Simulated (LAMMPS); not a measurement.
Molecular dynamics of Pt (fcc), 4000 atoms, at 1220 K and 2 GPa, heated as the crystal.

Level of theory: classical MD, pair style eam, the elements' _u3.eam files (universal-3 set of Foiles, Baskes and Daw) (LAMMPS).

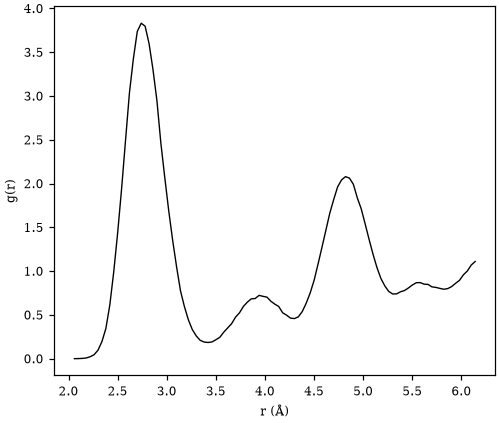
Figure. g(r) against r (Å)

Read from the full data:
- state found: crystal; no diffusion seen in 30 ps
- first peak of g(r): 2.75 Å, height 3.8
- coordination number: 12.1 (counted to 3.42 Å)

Caution: a run this short can hold a crystal over, or a liquid under, the potential's own melting point, which these runs don't give.
